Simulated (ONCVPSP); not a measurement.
## Run report: Ga, pseudopotential generation

System: gallium (Ga, Z = 31), core [Ne], reference valence 3s2 3p6 3d10 4s2 4p1, valence charge 21.
Method: ONCV potential, PBE, scalar-relativistic, made with ONCVPSP 4.0.1.

### Key numbers

- outcome: generated
- cutoffs needed: 143 Ha and 471 Ha (the cutoffs at which the residual kinetic energy of the hardest occupied pseudo-wave falls to 1 and 0.1 mHa per electron)
- ghost test: no bound ghost flagged; no localised positive-energy state flagged (flags above 300 eV left out)
- configuration tests: 1 of 4 tests not solved
- largest excitation error among the tests solved: -76 meV (all-electron minus pseudo) for 3s1 3p6 3d10 4s2 4p1
- range over which the phases arctan(r R′/R) at the test radius agree within 0.05 rad (a looser test near the poles than one of phase shifts): s: over the whole range computed; p: over the whole range computed; d: over the whole range computed; f: not judged, local potential alone
- hardware: 1 CPU thread, shared host
- wall time: 2.7 s

### Notes

Warnings of the program, in the generation or the tests: psatom: WARNING lschvkbb convergence error n,l,iter= 3 1 4.

### Input
```
# ATOM AND REFERENCE CONFIGURATION
# atsym  z   nc   nv     iexc    psfile
  Ga 31.00    3    5        4      upf
#
#   n    l    f
    1    0    2.00
    2    0    2.00
    2    1    6.00
    3    0    2.00
    3    1    6.00
    3    2   10.00
    4    0    2.00
    4    1    1.00
#
# PSEUDOPOTENTIAL AND OPTIMIZATION
# lmax
    2
#
#   l,   rc,      ep,       ncon, nbas, qcut
    0    0.88    0.00    4    8   12.90
    1    1.20    0.00    3    6    9.40
    2    0.70    0.00    3    7   16.10
#
# LOCAL POTENTIAL
# lloc, lpopt,  rc(5),   dvloc0
    2    5    0.70    0.00
#
# VANDERBILT-KLEINMAN-BYLANDER PROJECTORs
# l, nproj, debl
    0    2    3.30
    1    2    1.00
    2    0    0.50
#
# MODEL CORE CHARGE
# icmod, fcfact, rcfact
    0    0.00    0.00
#
# LOG DERIVATIVE ANALYSIS
# epsh1, epsh2, depsh
   -7.00    5.00    0.04
#
# OUTPUT GRID
# rlmax, drl
    6.00    0.01
#
# TEST CONFIGURATIONS
# ncnf
    4
# nvcnf
#   n    l    f
    5
    3    0    2.00
    3    1    6.00
    3    2   10.00
    4    0    2.00
    4    1    0.00
#
    5
    3    0    2.00
    3    1    6.00
    3    2   10.00
    4    0    1.00
    4    1    0.00
#
    5
    3    0    2.00
    3    1    6.00
    3    2   10.00
    4    0    0.00
    4    1    0.00
#
    5
    3    0    1.00
    3    1    6.00
    3    2   10.00
    4    0    2.00
    4    1    1.00
#
```

Launched with:
```bash
oncvpsp.x < Ga.dat > Ga.out
```

### The program's output (extracts)
```
ONCVPSP  (Optimized Norm-Conservinng Vanderbilt PSeudopotential)
scalar-relativistic version 4.0.1

#   n    l    f        energy (Ha)
    1    0    2.00    -3.7594425E+02
    2    0    2.00    -4.6389588E+01
    2    1    6.00    -4.0381495E+01
    3    0    2.00    -5.4435284E+00
    3    1    6.00    -3.6330117E+00
    3    2   10.00    -7.0391502E-01
    4    0    2.00    -3.2885947E-01
    4    1    1.00    -9.4783800E-02

Reference configufation results
  iterations    31
  all-electron total energy (Ha)   -1.94393780D+03

Begin loop to  construct optimized pseudo wave functions
and semi-local pseudopoentials for all angular momenta

Calculating optimized projector #   1

 for l=   0

    Fraction of norm inside rc  0.839049
    Optimizing pswf for qcut=  12.89 a_B^-1,  ecut=  83.11 Ha
    Residual kinetic energy error=  3.55D-05 Ha

    Energy error per electron        Cutoff
         Ha          eV             Ha
         0.01000     0.27211       54.52
         0.00100     0.02721       67.28
         0.00010     0.00272       77.74
         0.00001     0.00027      166.21

Calculating optimized projector #   2

 for l=   0

    Fraction of norm inside rc  0.031217
    Optimizing pswf for qcut=  12.89 a_B^-1,  ecut=  83.11 Ha
    Residual kinetic energy error=  9.09D-06 Ha

    Energy error per electron        Cutoff
         Ha          eV             Ha
         0.01000     0.27211       39.57
         0.00100     0.02721       58.12
         0.00010     0.00272       71.70
         0.00001     0.00027       82.73

Calculating optimized projector #   1

 for l=   1

    Fraction of norm inside rc  0.952169
    Optimizing pswf for qcut=   9.41 a_B^-1,  ecut=  44.28 Ha
    Residual kinetic energy error=  1.32D-04 Ha

    Energy error per electron        Cutoff
         Ha          eV             Ha
         0.01000     0.27211       33.00
         0.00100     0.02721       38.99
         0.00010     0.00272       47.49

Calculating optimized projector #   2

 for l=   1

    Fraction of norm inside rc  0.021750
    Optimizing pswf for qcut=   9.41 a_B^-1,  ecut=  44.28 Ha
    Residual kinetic energy error=  2.23D-05 Ha

    Energy error per electron        Cutoff
         Ha          eV             Ha
         0.01000     0.27211       23.50
         0.00100     0.02721       33.01
         0.00010     0.00272       40.14
         0.00001     0.00027       49.07

Calculating optimized projector #   1

 for l=   2

    Fraction of norm inside rc  0.496208
    Optimizing pswf for qcut=  16.12 a_B^-1,  ecut= 129.98 Ha
    Residual kinetic energy error=  1.48D-03 Ha

    Energy error per electron        Cutoff
         Ha          eV             Ha
         0.01000     0.27211      111.47
         0.00100     0.02721      142.97
         0.00010     0.00272      471.00

Construct Vanderbilt / Kleinmman-Bylander projectors

B matrix Hermiticity error, ll=   0
   1   2    8.0348E-04

  Orthonormal projector coefficients  2.9259E+02  2.4951E+01

B matrix Hermiticity error, ll=   1
   1   2    3.1127E-04

  Orthonormal projector coefficients  2.2911E+01 -3.8068E+00

Pseudoatom total energy -256.569946

Diagnostic tests using Vanderbilt-Kleinman-Bylander pseudopotentials
  1 or more projectors used as specified by nproj input data

   l    rcore       rmatch      e in        delta e   norm test  slope test

   0   0.8837413   0.9105736  -5.4435284  -0.0000208   1.0002427   1.0002629
   0   0.8837413   0.9105736  -0.3288595   0.0000203   1.0001364   1.0001176

   1   1.2062023   1.2428252  -3.6330117  -0.0000608   1.0002226   1.0002087
   1   1.2062023   1.2428252  -0.0947838   0.0000066   1.0000751   1.0000603

   2   0.7040474   0.7254238  -0.7039150  -0.0001441   0.9999713   0.9997222

 Testing for bound ghosts
   n   l    E NL Schr. Eq   E Basis Diag.   E Cutoff

   1   0       -5.443549       -5.443120    336.74
   2   0       -0.328839        0.187534    336.74

   2   1       -3.633072       -3.629356    107.45
   3   1       -0.094777        0.154453    107.45

 Testing for highly-localized positive-energy ghosts
       l    <radius>/rc     E Basis Diag.   E Cutoff

       0        0.882196      354.826936    336.74  WARNING - GHOST(+)

Test configuration 0

   n   l     f        eae           eps        diff
   1   0  2.0000 -375.94425129
   2   0  2.0000  -46.38958798
   2   1  6.0000  -40.38149478
   3   0  2.0000   -5.44352838   -5.44354922   -2.08D-05
   3   1  6.0000   -3.63301169   -3.63307244   -6.08D-05
   3   2 10.0000   -0.70391502   -0.70405916   -1.44D-04
   4   0  2.0000   -0.32885947   -0.32883912    2.03D-05
   4   1  1.0000   -0.09478380   -0.09477725    6.55D-06

    Total energies and differences
      AE_ref= -1.94393780D+03  AE_tst= -1.94393780D+03  dif=  0.00D+00
      PS_ref= -2.56569946D+02  PS_tst= -2.56569946D+02  dif=  1.14D-12
      PSP excitation error= -1.14D-12

Test configuration 1

   n   l     f        eae           eps        diff
   1   0  2.0000 -376.25088414
   2   0  2.0000  -46.69347132
   2   1  6.0000  -40.68571976
   3   0  2.0000   -5.74784119   -5.74774421    9.70D-05
   3   1  6.0000   -3.93746457   -3.93746862   -4.06D-06
   3   2 10.0000   -1.00775638   -1.00788961   -1.33D-04
   4   0  2.0000   -0.60019325   -0.60016264    3.06D-05

    Total energies and differences
      AE_ref= -1.94393780D+03  AE_tst= -1.94372876D+03  dif=  2.09D-01
      PS_ref= -2.56569946D+02  PS_tst= -2.56360894D+02  dif=  2.09D-01
      PSP excitation error= -1.52D-05

Test configuration 2

   n   l     f        eae           eps        diff
   1   0  2.0000 -376.70002363
   2   0  2.0000  -47.13262576
   2   1  6.0000  -41.12570041
   3   0  2.0000   -6.19075951   -6.19045921    3.00D-04
   3   1  6.0000   -4.38038008   -4.38045372   -7.36D-05
   3   2 10.0000   -1.44638641   -1.44663588   -2.49D-04
   4   0  1.0000   -0.95804225   -0.95798137    6.09D-05

    Total energies and differences
      AE_ref= -1.94393780D+03  AE_tst= -1.94295231D+03  dif=  9.85D-01
      PS_ref= -2.56569946D+02  PS_tst= -2.55584401D+02  dif=  9.86D-01
      PSP excitation error= -5.46D-05

Test configuration 3

psatom: WARNING lschvkbb convergence error n,l,iter=   3   1   4
ea(ii),et,emin,emax -1.031101E-01 -1.134211E-01 -1.134211E-01 -1.134211E-01
run_config: WARNING for fully non-local PS atom, stg. 1
 WARNING no output for configuration 4

Test configuration 4

   n   l     f        eae           eps        diff
   1   0  2.0000 -376.86322658
   2   0  2.0000  -47.19389776
   2   1  6.0000  -41.19529437
   3   0  1.0000   -6.17266956   -6.17580498   -3.14D-03
   3   1  6.0000   -4.35396744   -4.35130052    2.67D-03
   3   2 10.0000   -1.39019395   -1.39395160   -3.76D-03
   4   0  2.0000   -0.71344741   -0.71340346    4.39D-05
   4   1  1.0000   -0.40965221   -0.40953335    1.19D-04

    Total energies and differences
      AE_ref= -1.94393780D+03  AE_tst= -1.93814275D+03  dif=  5.80D+00
      PS_ref= -2.56569946D+02  PS_tst= -2.50772100D+02  dif=  5.80D+00
      PSP excitation error= -2.80D-03
```

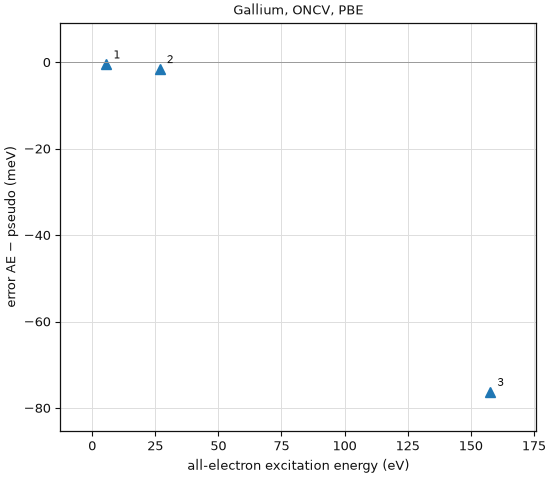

*Errors, all-electron minus pseudo, of the energies of valence configurations relative to the unpolarised reference 3s2 3p6 3d10 4s2 4p1. Points: 1 = 3s2 3p6 3d10 4s2 4p0; 2 = 3s2 3p6 3d10 4s1 4p0; 3 = 3s1 3p6 3d10 4s2 4p1. Not all tests gave a result: 1 of 4 tests not solved.*

- Worst configuration: 3s1 3p6 3d10 4s2 4p1 (charge +1): the error is -76 meV on an all-electron energy of +157.69 eV relative to the reference, or 0.048 %.
- Errors in meV: 3s2 3p6 3d10 4s2 4p0: -0.4; 3s2 3p6 3d10 4s1 4p0: -1.5; 3s1 3p6 3d10 4s2 4p1: -76.
- Configurations within 10 meV and within 50 meV: 2 and 2 of 3.

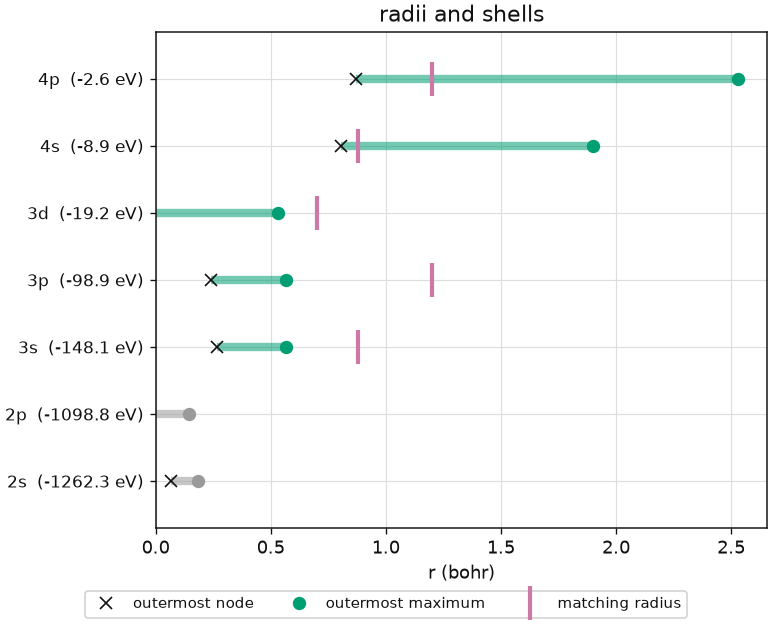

*Outer shells of the all-electron reference atom: each bar runs from the outermost node (or the nucleus) to the outermost maximum of u(r); the tick is the radius chosen for the pseudo-wave. Shells without a tick have no pseudo-wave of their own. Levels, nodes and maxima are from ld1.x, scalar-relativistic.*

- Radii against the shells: 3s: 0.88 bohr, outside the maximum; 3p: 1.20 bohr, outside the maximum; 3d: 0.70 bohr, outside the maximum; 4s: 0.88 bohr, between node and maximum; 4p: 1.20 bohr, between node and maximum.

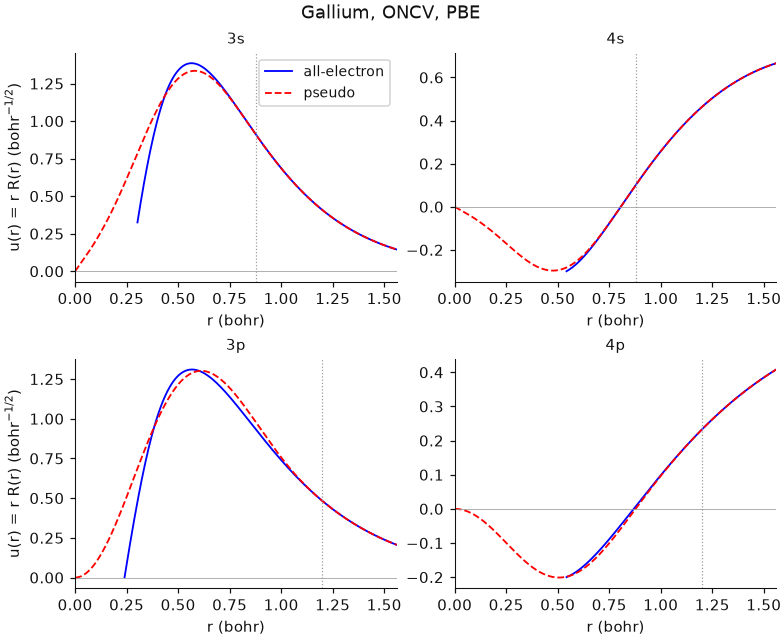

*Pseudo-waves (dashed) against the all-electron radial functions (solid). Dotted lines mark the matching radii. The innermost oscillations of some all-electron curves aren't drawn.*

Pseudo-waves: 3s has no node; 4s has a node at about 0.8 bohr; 3p has no node; 4p has a node at about 0.9 bohr. A node in 4s and 4p is expected, since a lower shell of the same l is also in the valence and the two must stay orthogonal.

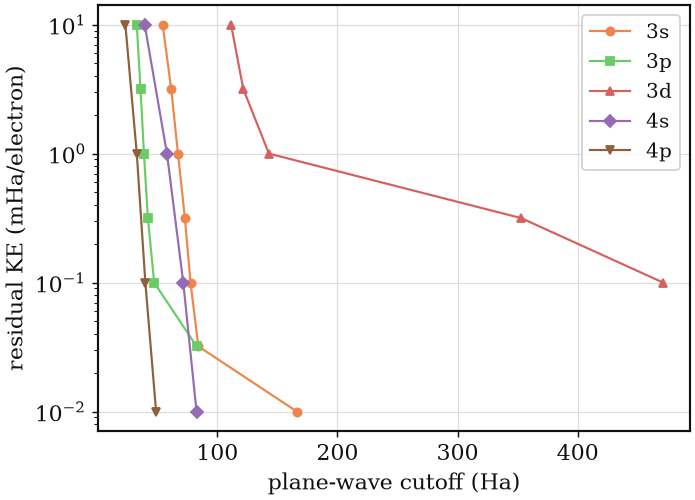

*Residual kinetic energy of the pseudo-waves (the first of each channel, and further valence shells) beyond the plane-wave cutoff, as the generator prints it.*

- Hardest wave at 1 mHa per electron: 3d, with rc = 0.70 bohr and qcut = 16.1 1/bohr. The optimisation minimises, but can't always remove, the kinetic energy above qcut²/2 = 129.6 Ha, and a larger rc would as a rule soften the wave at some cost in transferability.
- Cutoffs for 1 mHa per electron: 3d: 143 Ha; 3s: 67 Ha; 4s: 58 Ha; 3p: 39 Ha; 4p: 33 Ha.
- Cutoffs for the occupied states: 143 Ha for 1 mHa and 471 Ha for 0.1 mHa per electron. The first is set by 3d.
